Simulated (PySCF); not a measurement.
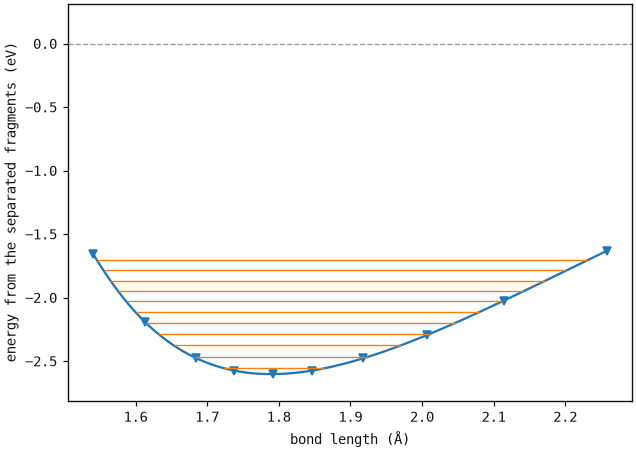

Bond curve of AlN, triplet (excess alpha electrons: σ +1, πy +1). HSE06/def2-TZVPP in PySCF 2.14.0, UKS. One reference determinant with the occupation held, the lowest that a PBE0 search over spins and occupations found; no spin-orbit coupling. Zero is the separated fragments in their ground configurations, without counterpoise. 2 further points of the run are not drawn. Horizontal lines: vibrational levels from ωe and ωexe, starting at v = 0.

### What constants does a Dunham fit to the curve give (main isotopes)?

re = 1.789 Å, ωe = 746 cm⁻¹, ωexe = 5.5 cm⁻¹, De = 2.60 eV, Be = 0.571 cm⁻¹.

### How stiff is the bond?

The force constant is 3.03 mdyn/Å, which gives ωe = 746 cm⁻¹.

### How much does zero-point motion take off the well depth?

0.046 eV (372 cm⁻¹): De = 2.60 eV, D0 = 2.56 eV.

Note: lowest determinant of a PBE0 search, another state may lie lower.
